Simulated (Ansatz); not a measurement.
# LaInO3 (Pnma): how G0W0 depends on its starting point, part 2 of 2

Aim: G0W0 for LaInO3 (Pnma) on several starting functionals, at one mesh, band count and screening cutoff.

Ansatz 0.2.0; G0W0 on several functionals, plane waves, PAW. Known limits of the many-body steps: not at the basis limit; f levels unsure; no spin-orbit coupling; coarse k mesh.

So far. Step 2 (G0W0 on r2SCAN): The gap on the mesh goes from 3.55 eV to 4.44 eV, a correction of +0.89 eV. Between the two edge states, bare exchange in place of the xc potential would open the gap by 8.58 eV, and correlation takes back 7.69 eV. Step 3 (G0W0 on HSE06): Against the run with 2×2×2 mesh, 436 empty bands, screening to 78 eV on r2SCAN, the gap moves by +0.35 eV, while the start moved by +0.83 eV.

In doubt: masses and optical values from hybrid runs of this build are listed as unsure (steps 3, 4), which bears on the screening that GW takes from such a start.

### Step 4. G0W0 on PBE0

This step: G0W0 on PBE0, plane waves, PAW.

input.yaml

```yaml
crystal:
  lattice:
    - [5.9404, 0.0, 0.0]
    - [0.0, 8.2158, 0.0]
    - [0.0, 0.0, 5.7229]
  atoms:
    - { symbol: La, position: [0.9463878522, 0.25, 0.0153056097] }
    - { symbol: La, position: [0.5536121478, 0.75, 0.5153056097] }
    - { symbol: La, position: [0.4463878522, 0.25, 0.4846943903] }
    - { symbol: La, position: [0.0536121478, 0.75, 0.9846943903] }
    - { symbol: In, position: [0.0, 0.0, 0.5] }
    - { symbol: In, position: [0.5, 0.0, 0.0] }
    - { symbol: In, position: [0.5, 0.5, 0.0] }
    - { symbol: In, position: [0.0, 0.5, 0.5] }
    - { symbol: O, position: [0.0443817441, 0.25, 0.6126999622] }
    - { symbol: O, position: [0.4556182559, 0.75, 0.1126999622] }
    - { symbol: O, position: [0.5443817441, 0.25, 0.8873000378] }
    - { symbol: O, position: [0.9556182559, 0.75, 0.3873000378] }
    - { symbol: O, position: [0.1980525852, 0.0593550042, 0.1955759518] }
    - { symbol: O, position: [0.3019474148, 0.9406449958, 0.6955759518] }
    - { symbol: O, position: [0.6980525852, 0.4406449958, 0.3044240482] }
    - { symbol: O, position: [0.8019474148, 0.5593550042, 0.8044240482] }
    - { symbol: O, position: [0.8019474148, 0.9406449958, 0.8044240482] }
    - { symbol: O, position: [0.6980525852, 0.0593550042, 0.3044240482] }
    - { symbol: O, position: [0.3019474148, 0.5593550042, 0.6955759518] }
    - { symbol: O, position: [0.1980525852, 0.4406449958, 0.1955759518] }
kpoints:
  mp_grid: { grid: [2, 2, 2] }
hamiltonian:
  xc: pbe0
scf:
  occupations: { method: fixed }
gw:
  n_empty_bands: 436
  ecut_chi: 78
  qp_bands: [v4, c4]
  qp_kpoints: band_edges
  screening: { model: contour_deformation }
```

On the command line:

```console
$ ansatz run input.yaml --threads 24 --pin off --max-ram 82944MiB --backend cuda --events-out ev --progress --plain --runs-dir out --devices 1 --max-vram 78GiB
```

Numbers of over 12 decimals in the logs are rounded to 6 here.

What it wrote:

```text
GPUs: using 1 of 1 available (devices: 1).
[...]
Crystal: 20 atoms, lattice volume = 279.307 Å³
Basis set: ecut = 420 eV, 5459 PW (Γ)
Bands: 104, of which v1, the nominal top of the filled ones, is band 84 counted from 1 (83 counted from 0)
Symmetry: 8 space group operations
[...]
k-points: 8
[...]
1    85     15.7123   -11.9475    -3.8279   -16.5250  0.8487    16.4650    16.4619  root
     1    86     15.7123   -11.9475    -3.8279   -16.5250  0.8487    16.4650    16.4619  root
     1    87     16.5360    -9.2300    -4.3196   -14.3673  0.8472    17.3583    17.3536  root
[...]
7    85     16.6857   -10.9291    -4.3890   -16.3528  0.8435    17.7279    17.7204  root
     7    86     16.6857   -10.9291    -4.3890   -16.3528  0.8435    17.7279    17.7204  root
     7    87     16.6857   -10.9291    -4.3890   -16.3528  0.8435    17.7279    17.7204  root
     7    88     16.6857   -10.9291    -4.3890   -16.3528  0.8435    17.7279    17.7204  root
```

Elapsed: 30 s, on 1 × NVIDIA GB200 (shared by 2 runs) with 24 threads of Arm Neoverse V2, shared host; peak memory 2.6 GiB; 1.8 min of CPU time.

This step gave:

```yaml
bands_summed: 520
rpa_eps_infinity_on_this_mesh_eigenvalues: 3.497, 3.593, 3.643
plane_waves_in_the_screening_matrix: 431
g0w0_gap_on_the_mesh: 4.991 eV
k_of_the_valence_top: 0, 0, 0
k_of_the_conduction_bottom: 0, 0, 0
starting_gap_on_the_mesh: 5.110 eV
least_direct_g0w0_gap_on_the_computed_points: 4.991 eV
```

Against the run with 2×2×2 mesh, 436 empty bands, screening to 78 eV on HSE06, the gap moves by +0.20 eV, while the start moved by +0.73 eV.

### Step 5. The starts together

All on the 2×2×2 mesh with 436 empty bands and screening to 78 eV. Times are wall times on 1 × NVIDIA GB200 (shared by 2 runs) with 24 threads of Arm Neoverse V2, shared host, good to a factor of about two.

```
 start  starting gap (eV)  shift (eV)  G0W0 gap (eV)  RPA ε∞ (harmonic mean)  Z (valence, conduction)   time
r2SCAN               3.55       +0.89           4.44                    4.27               0.78, 0.83  7.8 s
 HSE06               4.38       +0.42           4.79                    3.78               0.80, 0.85   32 s
  PBE0               5.11       −0.12           4.99                    3.58               0.81, 0.85   30 s
```

How the two edges are built up, in eV (the quasiparticle level is the starting level plus Σx plus Σc less Vxc):

```
   run               edge  start      Σx     Σc     Vxc     Z     QP
r2SCAN        valence top   9.79  -27.49   4.31  -23.14  0.78   9.75
r2SCAN  conduction bottom  13.35  -12.52  -3.38  -16.74  0.83  14.19
 HSE06        valence top   9.14  -27.39   4.07  -23.66  0.80   9.49
 HSE06  conduction bottom  13.52  -12.07  -3.38  -16.20  0.85  14.28
  PBE0        valence top   8.75  -27.40   3.96  -24.06  0.81   9.38
  PBE0  conduction bottom  13.86  -12.03  -3.31  -15.84  0.85  14.37
```

For a hybrid start, Vxc holds its share of exact exchange.

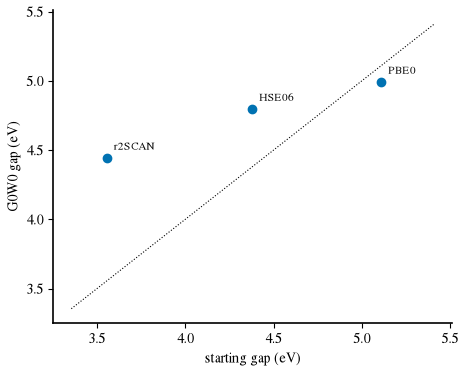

G0W0 gap against starting gap; on the dotted line the correction would vanish.

### Step 6. Results

| Item | Value |
| --- | --- |
| G0W0@r2SCAN | 4.44 eV (start 3.55 eV) |
| G0W0@HSE06 | 4.79 eV (start 4.38 eV) |
| G0W0@PBE0 | 4.99 eV (start 5.11 eV) |
| known limits | not at the basis limit; f levels unsure; no spin-orbit coupling; coarse k mesh |

What this shows: The starting gaps span 1.56 eV and the G0W0 gaps 0.55 eV. Between r2SCAN and PBE0, 0.55 eV of the 1.56 eV survives, 35 %. PBE0 screens less than r2SCAN (ε∞ 3.58 against 4.27). Of the 0.55 eV by which its G0W0 gap is higher, the correlation part gives +0.42 eV, and exchange with the one-particle terms, which follow the orbitals, +0.13 eV. On PBE0 the correction is negative: that start lies above its own G0W0 value. The smallest correction, −0.12 eV, is on PBE0, the start nearest to reproducing itself. Bands and cutoff are finite, so the gap is not at the basis limit. The miss can reach some tenths of an eV and take either sign; the mesh is an error of its own. The 2×2×2 mesh is coarse for this cell (its supercell is 11 Å along the shortest edge). The RPA ε∞ on it, from the r2SCAN start, is 4.15, 4.27 and 4.38; such meshes misread the long-range screening, most where the gap is narrow. The program warns that the mesh is coarse for exact exchange, which bears on the hybrid start's gap. Empty 4f levels lie among the conduction bands. Their place in the start is unsure; it enters the screening, and the edge itself where they lie low. The many-body steps are scalar-relativistic: spin-orbit coupling is not in them.

[Paths, hosts, dates, memory and timing lines, banners, echoed tables and standing remarks are left out of the program output.]

[Logs are printed without paths, hosts, clocks, repeated set-up lines and the standing remarks that a program may print on its own settings, such as how far it seeks lower states.]

[Runs of the session that timed out or met a known fault of the program may be left out.]

[Cells called generated may have been cut or substituted from an entry of the Crystallography Open Database or the Materials Project.]

[Hosts, paths, dates, database ids (printed as entryN), source tags and the programs' standing remarks are cut or masked in the printed files.]
